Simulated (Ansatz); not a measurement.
System: F$_{4}$HSTa···HF.

```yaml
atoms:
  - { symbol: Ta, position_ang: [-0.5162, -0.4368, 0.3168] }
  - { symbol: F, position_ang: [2.5289, 0.2294, 0.1852] }
  - { symbol: F, position_ang: [-0.3099, 0.1918, 2.0860] }
  - { symbol: F, position_ang: [-0.1969, -1.2470, -1.3635] }
  - { symbol: F, position_ang: [-0.1715, 1.2683, -0.3826] }
  - { symbol: F, position_ang: [-2.3334, -0.8276, 0.4033] }
  - { symbol: S, position_ang: [0.8371, -2.3089, 1.2312] }
  - { symbol: H, position_ang: [0.9292, -2.9915, 0.0533] }
  - { symbol: H, position_ang: [2.6739, -0.5729, 0.6417] }
```

Core potentials replace the inner electrons of Ta; not at a stationary point (largest force 0.6 eV/Å).

Level of theory: RKS PBE-D4/def2-SVP in Ansatz 0.2.0.

### Predict the electron density and electron localisation function between the atoms.

Ta1···F2 (3.12 Å): the density falls to about 0.05 e/Å³ on the way; the ELF dips to about 0 between them.
Ta–F (1.86 Å): ρ at the midpoint is about 1 e/Å³; the ELF peaks at about 0.85 in the valence shell of F, 0.5 Å from its nucleus, and drops to about 0.20 between the two atoms.
Ta–S (2.48 Å): the density is about 0.56 e/Å³ at the midpoint; the ELF peaks at about 0.90 in the valence shell of S, 0.9 Å from its nucleus, and is about 0.55 at the midpoint.
F–H (0.93 Å): ρ is about 4.5 e/Å³ halfway; the ELF climbs to about 1 towards the hydrogen, as it does in any bond to H (an ordinary covalent bond to hydrogen).

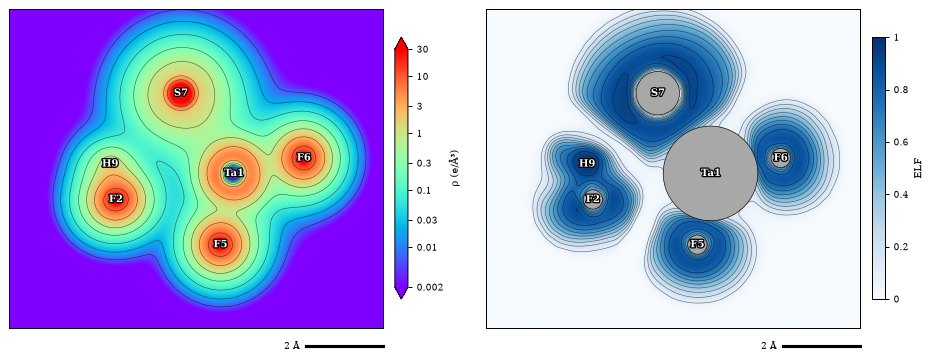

Computed electron density and electron localisation function on the plane of atoms F6, Ta1 and S7, in this order. Grey discs cover the atomic cores in the ELF map. 
